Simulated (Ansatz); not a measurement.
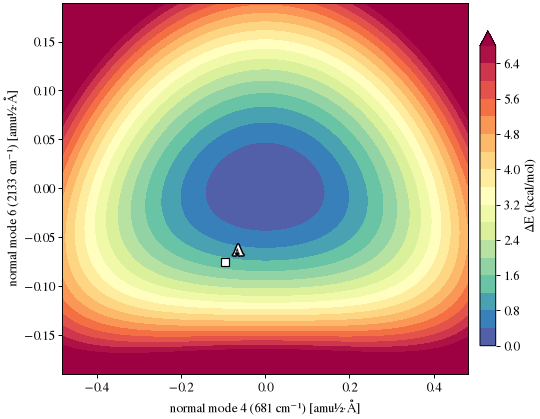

ClFGeH, SMILES [F][GeH][Cl], spin multiplicity 2. 
- First axis: normal mode 4 (681 cm⁻¹). Second axis: normal mode 6 (2133 cm⁻¹).
- Nothing is relaxed (straight displacements along the two mass-weighted modes).
- Grid: 11 × 11 points.
- Points are written as (first, second).
- All energies are given in kcal/mol relative to the lowest grid point.
- These are results of UHF-MP2, frozen core/def2-TZVP (Ansatz 0.2.0), not measurements.

In the figure: filled contours, one colour for all values above the top of the scale, the point A. Between grid points the surface is interpolated.

**Which way does the force act at A, and how strong is it?**

A, at (−0.096 amu½·Å, −0.076 amu½·Å), is not a stationary point. The computed force is 2.2 kcal/mol for each amu½·Å towards larger values of normal mode 4 (681 cm⁻¹) and 33 kcal/mol for each amu½·Å towards larger values of normal mode 6 (2133 cm⁻¹).
